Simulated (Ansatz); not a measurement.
# CAlF$_{2}$NO (SMILES O=C=[N][Al]([F])[F]): what the fields show

```xyz
6

O     1.5971   -1.6066    1.6277
C     0.9787   -1.2270    0.5677
N     0.3687   -0.8766   -0.5199
Al   -0.5853    0.7206   -0.5555
F    -1.4804    1.1916   -2.0949
F    -0.8367    1.7340    0.9287
```

These are results of Ansatz, SCF B3LYP, Gaussian basis, not measurements.

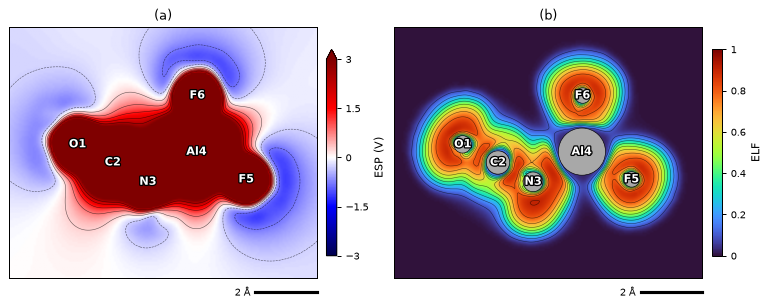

Figure 1. (a) electrostatic potential; (b) ELF on the molecular plane. Grey discs cover the atomic cores in the ELF map.

Describe what can be read from this map.

Answer. The plane passes through O, C, N, Al and F nuclei. C–O (1.28 Å): the ELF peaks at about 0.85 between the atoms: a short, strongly polar bond. C–N (1.30 Å): the ELF peaks at about 0.85 between the atoms: localised, covalent bonding. Al–F (1.81 Å): the ELF peaks at about 0.80 in the valence shell of F, 0.5 Å from its nucleus, and is about 0.35 at the midpoint. Al–N (1.86 Å): the ELF peaks at about 0.90 in the valence shell of N, 0.7 Å from its nucleus, and is about 0.60 at the midpoint. The ELF also peaks beside N3, F5, O1 and F6, away from the bonds: lone-pair regions. Outside the dense part of the molecule the potential is most negative (−1.1 V) near F5.

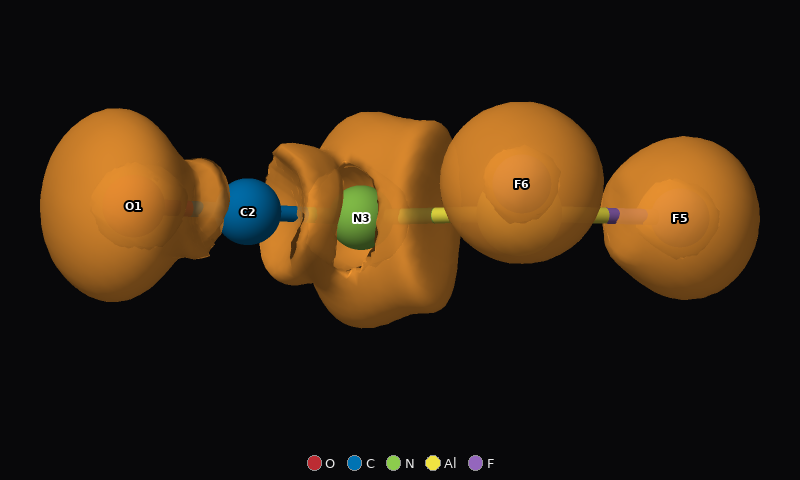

Figure 2. Isosurface of the ELF at 0.75 (orange), seen from one side. Core shells and regions of very low density are left out.

Where are the electrons localised?

Answer. The surface consists of one region on N in which the atom's valence shell and bonds are merged, one region on O in which the atom's valence shell and bonds are merged and two regions wrapped around F (the valence shell of each).

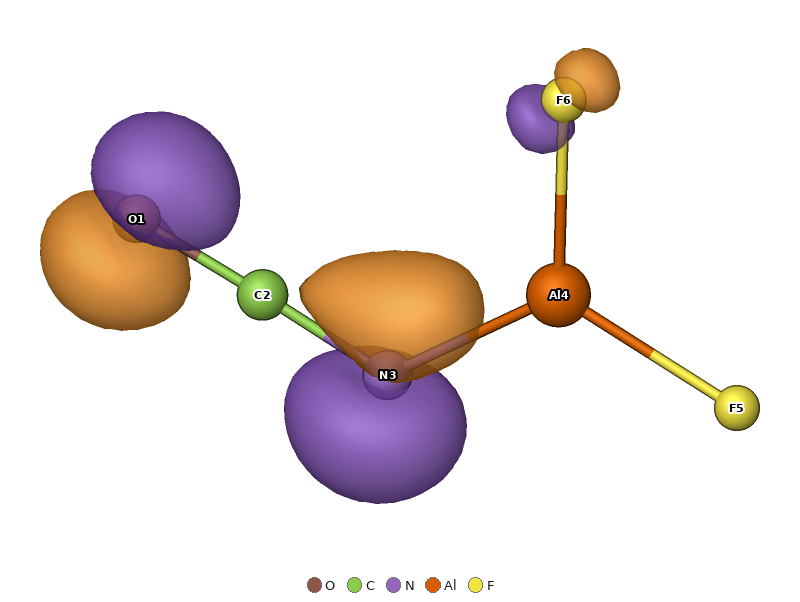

Figure 3. The HOMO−1 at ±0.2 Å⁻³ᐟ² (orange and purple are the two phases), seen at a tilt.

What is the character of this orbital?

Answer. It lies mainly on N3 (about 40 %), O1 (about 40 %) and C2 (about 10 %); largely a combination of lone pairs on N3 and O1. Its energy is −9.33 eV.
